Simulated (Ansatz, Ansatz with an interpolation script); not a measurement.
## Sb2Os (Pnnm): what limits a Wannier interpolation of GW

Wanted: errors and cost of interpolated bands of Sb2Os (Pnnm) under coarser or faulty settings.

Program: Ansatz 0.2.0. Level of theory: maximally localised Wannier functions, LDA, plane waves, PAW; PAW set soft_1. Results are calculated unless marked as measured.

**1. Starting point**

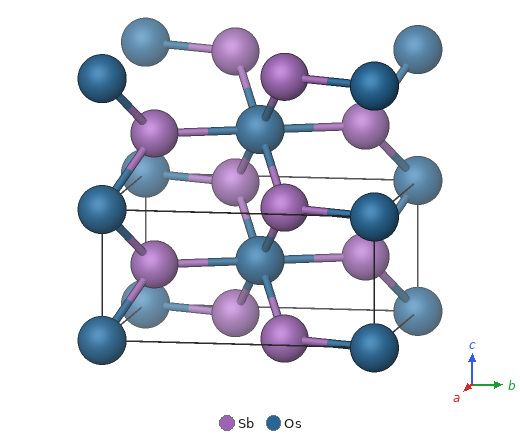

Start, viewed slightly off an axis; antimony purple, osmium blue. 1×1×2 cells are drawn. Some periodic images of atoms are drawn too.

The cell and positions come from the Crystallography Open Database and are kept as given unless a step says otherwise. Spin-orbit coupling is left out unless a step names it.

**2. Wannier model on 8×8×12**

Localised functions give a small Hamiltonian that interpolates between mesh points at no cost.

Input file input.yaml:

```yaml
crystal:
  lattice:
    - [5.9381, 0.0, 0.0]
    - [0.0, 6.6961, 0.0]
    - [0.0, 0.0, 3.2044]
  atoms:
    - { symbol: Sb, position: [0.18045, 0.35889, 0.0] }
    - { symbol: Sb, position: [0.81955, 0.64111, 0.0] }
    - { symbol: Sb, position: [0.68045, 0.14111, 0.5] }
    - { symbol: Sb, position: [0.31955, 0.85889, 0.5] }
    - { symbol: Os, position: [0.0, 0.0, 0.0] }
    - { symbol: Os, position: [0.5, 0.5, 0.5] }
kpoints:
  mp_grid: { grid: [4, 4, 6] }
hamiltonian:
  xc: lda
  pseudopotentials: { kind: paw, azcp: { folder: soft_1 }, xc_functional: pbe }
scf:
  occupations: { method: fixed }
  n_extra_bands: 67
output:
  wannier:
    kmesh: [8, 8, 12]
    projections: [{ species: Os, l: d, shell: 5 }, { species: Sb, l: p, shell: 5 }]
    minimise: true
    write_hr: true
    seedname: w
    conv_tol: 1.0e-06
    max_iter: 20000
    stability_check: false
    disentanglement:
      window: [8.27, 23.01]
      frozen_window: [8.27, 18.25]
      conv_tol: 1.0e-08
```

Command:

```bash
$ ansatz run input.yaml --threads 8 --pin off --max-ram 18432MiB --backend cpu --events-out ev --progress --plain --runs-dir out
```

Numbers of over 12 decimals in the logs are rounded to 6 here.

Log:

```text
scf.n_extra_bands = 67 over 46 filled bands (N_el = 92.0): the run solves 113 bands
Engine: ansatz 0.2.0, x86_64-unknown-linux-gnu
Pseudopotentials: kind: paw
Pseudopotential: Sb, paw, valence charge 15, recommended cutoff 420 eV (normal), soft_1/Sb.paw.azcp
Pseudopotential: Os, paw, valence charge 16, recommended cutoff 420 eV (normal), soft_1/Os.paw.azcp
Functional definition: SPW92
  exchange = slater_x
  correlation = pw_c
Crystal: 6 atoms, lattice volume = 127.414 Å³
Basis set: ecut = 420 eV, 2507 PW (Γ)
Bands: 113, of which v1, the nominal top of the filled ones, is band 46 counted from 1 (45 counted from 0)
Symmetry: 8 space group operations
Space group: Pnnm (ITA 58), of the structure as read, at distance tolerance 5.0e-5 Å
k-points: 36 of 96
Non-local potential: Sb, projectors of the file, l = 0: 2, l = 1: 2, l = 2: 2, l = 3: 1
Non-local potential: Os, projectors of the file, l = 0: 3, l = 1: 2, l = 2: 2, l = 3: 1
PAW form: soft (Blöchl's): semilocal exchange-correlation on the pseudo side does not see the compensation charge
PAW frozen core: Sb, regenerated for the run's functional, and the local potential with it (the file was generated under x = pbe(κ = 0.804, μ = 0.219515), c = pbe(β = 0.066725))
PAW frozen core: Os, regenerated for the run's functional, and the local potential with it (the file was generated under x = pbe(κ = 0.804, μ = 0.219515), c = pbe(β = 0.066725))
PAW one-centre angular grid: Sb, 590 points (default); XC on 64 Gauss nodes
PAW one-centre angular grid: Os, 590 points (default); XC on 64 Gauss nodes
Initial density: superposition of atomic densities (chi_scale 0.1, normalization cell, long waves kept (reshape's long-wave potential 0.00 eV rms))
Initial wavefunctions: pseudopotential atomic-orbital guess
Functional: x = slater, c = lda
SCF iter   1: F=—  HF=-47583.657533 eV  |F-HF|=—  |Δ(HF+E_count)|=         —  Δρ=4.16e-2  dr2=3.46e0  ethr=3.10e-3  ⟨swp⟩=4.6  Hψ=13519  notcnv=0  defer=2331
preconditioner: auto → Resta (q_TF=auto, 2.584 Å⁻¹)  ε∞=1.7  [insulator: Δε(μ)=0.186 eV  Ē_g=34.042 eV  n_scr=38 (ndim 8)  ℏωp=28.7 eV  f_vac=0.000  ε∞_Penn≈1.7]
SCF iter   2: F=—  HF=-47583.075223 eV  |F-HF|=—  |Δ(HF+E_count)|=   5.82e-1  Δρ=3.23e-2  dr2=1.73e0  ethr=3.10e-3  ⟨swp⟩=2.0  Hψ=4766  notcnv=0  defer=2328
SCF iter   3: F=—  HF=-47582.800659 eV  |F-HF|=—  |Δ(HF+E_count)|=   2.75e-1  Δρ=1.41e-2  dr2=3.61e-1  ethr=1.88e-3  ⟨swp⟩=2.0  Hψ=2656  notcnv=0  defer=2324
SCF iter   4: F=—  HF=-47582.731539 eV  |F-HF|=—  |Δ(HF+E_count)|=   6.91e-2  Δρ=5.56e-3  dr2=5.17e-2  ethr=3.93e-4  ⟨swp⟩=1.1  Hψ=4456  notcnv=0  defer=2318
SCF iter   5: F=—  HF=-47582.720597 eV  |F-HF|=—  |Δ(HF+E_count)|=   1.09e-2  Δρ=1.11e-3  dr2=1.76e-3  ethr=5.62e-5  ⟨swp⟩=2.0  Hψ=2286  notcnv=0  defer=2340
[...]
E_local      = -8255.994156  (includes V_loc(G=0)·N_el)
  E_nonlocal   = 1991.325534
  E_hartree    = 3319.236935
  E_xc         = -861.415980
  E_vxc        = -860.540591  (∫ρ·V_xc dr)
  E_paw        = -35155.557039  (= ΣΔE_a)
  E_vpaw       = -1966.321973  (= ΣTr[D̂ρ^β])
  E_aug_tail   = 0.001446  (compensation charges beyond the density's cutoff)
  E_ewald      = -10276.467225
  E_core_change = 2.960889  (= ΣΔE_core)
  E_smearing   = -0.000000  (= −TS)
  E_closure    = 0.000000  (closes the sum)
  Σ components = -47582.720395   (vs F -47582.720395, Δ=0.00e0)
--- Band table (eV; the first three rows and the last of 36) ---
  k-point 0: bands = [... 42 lower, 13.7867, 14.4825, 14.4948, 14.5220, 17.0811, 17.3754, 18.3423, 18.8384, ... 63 higher]
  k-point 1: bands = [... 42 lower, 13.7001, 13.9544, 14.1543, 14.3048, 15.5184, 17.0648, 17.3953, 18.2073, ... 63 higher]
  k-point 2: bands = [... 42 lower, 13.5526, 13.7366, 13.8614, 14.2819, 15.3757, 15.8162, 17.1498, 17.3778, ... 63 higher]
  k-point 35: bands = [... 42 lower, 13.3735, 13.3735, 14.9309, 14.9309, 16.0191, 16.0191, 17.3182, 17.3182, ... 63 higher]
Wannier search: line search 1 of at most 20000: gauge-dependent spread (as the search counts it) 7.9922596 Å², largest recent change 5.8e-1 Å² against conv_tol 1.0e-6 Å², 0 stops escaped
Wannier search: line search 100 of at most 20000: gauge-dependent spread (as the search counts it) 6.4840233 Å², largest recent change 1.6e-5 Å² against conv_tol 1.0e-6 Å², 0 stops escaped
Wannier search: line search 200 of at most 20000: gauge-dependent spread (as the search counts it) 6.4828812 Å², largest recent change 9.2e-6 Å² against conv_tol 1.0e-6 Å², 0 stops escaped
Wannier search: line search 300 of at most 20000: gauge-dependent spread (as the search counts it) 6.4820372 Å², largest recent change 8.4e-6 Å² against conv_tol 1.0e-6 Å², 0 stops escaped
Wannier search: line search 400 of at most 20000: gauge-dependent spread (as the search counts it) 6.4814056 Å², largest recent change 6.2e-6 Å² against conv_tol 1.0e-6 Å², 0 stops escaped
Wannier search: line search 500 of at most 20000: gauge-dependent spread (as the search counts it) 6.4809277 Å², largest recent change 4.1e-6 Å² against conv_tol 1.0e-6 Å², 0 stops escaped
Wannier search: line search 600 of at most 20000: gauge-dependent spread (as the search counts it) 6.4805530 Å², largest recent change 3.7e-6 Å² against conv_tol 1.0e-6 Å², 0 stops escaped
Wannier search: line search 700 of at most 20000: gauge-dependent spread (as the search counts it) 6.4802516 Å², largest recent change 3.3e-6 Å² against conv_tol 1.0e-6 Å², 0 stops escaped
[...]
Wannier search: line search 1400 of at most 20000: gauge-dependent spread (as the search counts it) 6.4790117 Å², largest recent change 1.5e-6 Å² against conv_tol 1.0e-6 Å², 0 stops escaped
Wannier search: line search 1500 of at most 20000: gauge-dependent spread (as the search counts it) 6.4788458 Å², largest recent change 2.7e-6 Å² against conv_tol 1.0e-6 Å², 0 stops escaped
Wannier search: line search 1600 of at most 20000: gauge-dependent spread (as the search counts it) 6.4787169 Å², largest recent change 1.7e-6 Å² against conv_tol 1.0e-6 Å², 0 stops escaped
Wannier search: line search 1700 of at most 20000: gauge-dependent spread (as the search counts it) 6.4785976 Å², largest recent change 9.9e-7 Å² against conv_tol 1.0e-6 Å², 0 stops escaped
[key lines of the parts left out:]
SCF converged after 8 iterations
Free energy (F): -47582.720395 eV
Fermi energy:    14.930881 eV
```

The job ended after 41 s (8 threads of AMD EPYC 9B45 (Zen 5), shared host; peak memory 4.5 GiB; 3.5 min of CPU time).

This step gave:

```
gauge-invariant spread     : 67.72 Å²
diagonal spread            : 0.1261 Å²
off-diagonal spread        : 6.352 Å²
total spread               : 74.20 Å²
least projectability       : 0.3307
localisation steps         : 1700
disentanglement steps      : 151
r.m.s. interpolation error : 0.001978 eV
r.m.s. error near the gap  : 0.002579 eV
```

Near the gap the model misses directly solved bands by 2.6 meV r.m.s. and by 58 meV at most in the window tested. This tests the starting bands, not the corrections carried with them.

**3. G0W0: 4×4×6 mesh, 531 empty bands, screening to 150 eV, PAW set soft_1 files**

G0W0 replaces the xc potential by the self-energy, built once from these orbitals. Only a window of levels is corrected, while the sums run over the empty bands that the input names.

This step: G0W0 on LDA, plane waves, PAW; PAW set soft_1.

input.yaml, the sections that differ from step 2:

```yaml
scf:
  occupations: { method: fixed }
gw:
  n_empty_bands: 531
  ecut_chi: 150.0
  qp_bands: [v14, c6]
  screening: { model: contour_deformation }
# crystal, kpoints, hamiltonian: as in step 2
# output: removed
```

Log:

```text
[...]
Crystal: 6 atoms, lattice volume = 127.414 Å³
Basis set: ecut = 420 eV, 2507 PW (Γ)
Bands: 56, of which v1, the nominal top of the filled ones, is band 46 counted from 1 (45 counted from 0)
Symmetry: 8 space group operations
[...]
k-points: 36 of 96
[...]
0    40     13.0226   -21.5976     2.1123   -19.5581  0.7203    13.0954    13.0956  root
[...]
35    49     17.3181   -11.6960    -4.3105   -16.2920  0.7721    17.6039    17.6036  root
    35    50     17.3181   -11.6960    -4.3105   -16.2920  0.7721    17.6039    17.6036  root
    35    51     18.4286   -14.5388    -4.4413   -19.3824  0.7642    18.8320    18.8308  root
    35    52     18.4286   -14.5388    -4.4413   -19.3824  0.7642    18.8320    18.8308  root
[key lines of the parts left out:]
SCF converged after 7 iterations
Free energy (F): -47582.720395 eV
Fermi energy:    14.930859 eV
```

It took 20 min on 8 threads; peak memory 4.7 GiB; 2.5 h of CPU time.

The G0W0 gap on the mesh is 0.934 eV.

**4. G0W0: 2×2×3 mesh, 531 empty bands, screening to 150 eV, PAW set soft_1 files**

Changes to input.yaml since step 3:

```diff
@@ -13,3 +13,3 @@
 kpoints:
-  mp_grid: { grid: [4, 4, 6] }
+  mp_grid: { grid: [2, 2, 3] }
 hamiltonian:
```

Log:

```text
[...]
Crystal: 6 atoms, lattice volume = 127.414 Å³
Basis set: ecut = 420 eV, 2507 PW (Γ)
Bands: 56, of which v1, the nominal top of the filled ones, is band 46 counted from 1 (45 counted from 0)
Symmetry: 8 space group operations
[...]
k-points: 8 of 12
[...]
3    48     15.8635   -16.8347    -3.6144   -20.7486  0.7136    16.1801    16.1631  root ?
[...]
7    49     17.0153   -14.0231    -4.1394   -18.4930  0.7566    17.3508    17.3459  root
     7    50     17.0153   -14.0231    -4.1394   -18.4930  0.7566    17.3508    17.3459  root
     7    51     18.6455   -14.2729    -4.3430   -18.9211  0.7506    18.9516    18.9507  root
     7    52     18.6455   -14.2729    -4.3430   -18.9211  0.7506    18.9516    18.9507  root
[key lines of the parts left out:]
SCF converged after 7 iterations
Free energy (F): -47582.826363 eV
Fermi energy:    14.564463 eV
```

The job ended after 48 s (8 threads; peak memory 4.1 GiB).

The G0W0 gap on the mesh is 1.071 eV.

**5. G0W0: 4×4×6 mesh, 247 empty bands, screening to 90 eV, PAW set soft_1 files**

Changes to input.yaml since step 4:

```diff
@@ -13,3 +13,3 @@
 kpoints:
-  mp_grid: { grid: [2, 2, 3] }
+  mp_grid: { grid: [4, 4, 6] }
 hamiltonian:
@@ -20,4 +20,4 @@
 gw:
-  n_empty_bands: 531
-  ecut_chi: 150.0
+  n_empty_bands: 247
+  ecut_chi: 90
   qp_bands: [v14, c6]
```

Log:

```text
[...]
Crystal: 6 atoms, lattice volume = 127.414 Å³
Basis set: ecut = 420 eV, 2507 PW (Γ)
Bands: 56, of which v1, the nominal top of the filled ones, is band 46 counted from 1 (45 counted from 0)
Symmetry: 8 space group operations
[...]
k-points: 36 of 96
[...]
0    40     13.0226   -21.5976     2.3165   -19.5581  0.7245    13.2980    13.2997  root
[...]
35    49     17.3181   -11.6960    -4.1051   -16.2920  0.7732    17.8115    17.8090  root
    35    50     17.3181   -11.6960    -4.1051   -16.2920  0.7732    17.8115    17.8090  root
    35    51     18.4286   -14.5388    -4.1797   -19.3824  0.7670    19.0993    19.0924  root
    35    52     18.4286   -14.5388    -4.1797   -19.3824  0.7670    19.0993    19.0924  root
[key lines of the parts left out:]
SCF converged after 7 iterations
Free energy (F): -47582.720395 eV
Fermi energy:    14.930859 eV
```

Elapsed: 4.5 min, on 8 threads; peak memory 2 GiB.

The G0W0 gap on the mesh is 0.929 eV.

**6. Interpolated results**

Times are wall times on 8 threads of AMD EPYC 9B45 (Zen 5), shared host, good to a factor of about two.

```tsv
GW mesh	empty bands	cutoff (eV)	frequency	gap on mesh (eV)	gap over zone (eV)	direct gap (eV)	valence width (eV)	GW time
4×4×6	531	150	contour deformation	0.934	0.733	1.013	6.522	20 min
2×2×3	531	150	contour deformation	1.071	0.666	0.963	6.618	48 s
4×4×6	247	90	contour deformation	0.929	0.723	0.997	6.576	4.5 min
```

**7. What came out**

```
4×4×6 mesh, 531 empty bands, screening to 150 eV, PAW set soft_1 files : 0.73 eV
2×2×3 mesh, 531 empty bands, screening to 150 eV, PAW set soft_1 files : 0.67 eV
4×4×6 mesh, 247 empty bands, screening to 90 eV, PAW set soft_1 files  : 0.72 eV
```

**Reading.** The largest change, −0.07 eV in the gap over the zone, comes with 2×2×3 mesh, 531 empty bands, screening to 150 eV, PAW set soft_1 files. The first run is a reference, not a converged one, and where a row moves several settings no single cause can be named. Rows on another GW mesh add that mesh's corrections to the bands of the one model. With 2×2×3 mesh, 531 empty bands, screening to 150 eV, PAW set soft_1 files the gap over the zone moves by −0.07 eV and that on the mesh by +0.14 eV. With 4×4×6 mesh, 247 empty bands, screening to 90 eV, PAW set soft_1 files the gap over the zone moves by −0.01 eV and that on the mesh by −0.01 eV. Gaps over the zone and on the mesh differ where an edge lies off the mesh, or where a GW run starts from another density: the starting gap over the zone is 0.324 eV, on the GW meshes it is 0.445 eV and 0.804 eV. The 4×4×6 mesh is coarse for this cell (its supercell is 19 Å along the shortest edge). The RPA ε∞ on it, from the LDA start, is 17.71, 21.15 and 27.59; such meshes misread the long-range screening, most where the gap is narrow. The runs have no spin polarisation. For a closed low-spin shell that is the natural state; where a d or f shell is open it is a constraint, and the gap is then not the crystal's own. With d states at the gap, one-shot GW leans hard on its start. The many-body steps are scalar-relativistic: spin-orbit coupling is not in them.

[Paths, hosts, dates, memory and timing lines, banners, echoed tables and standing remarks are left out of the program output.]

[Logs are printed without paths, hosts, clocks, repeated set-up lines and the standing remarks that a program may print on its own settings, such as how far it seeks lower states.]

[Runs of the session that timed out or met a known fault of the program may be left out.]

[Hosts, paths, dates, database ids (printed as entryN), source tags and the programs' standing remarks are cut or masked in the printed files.]
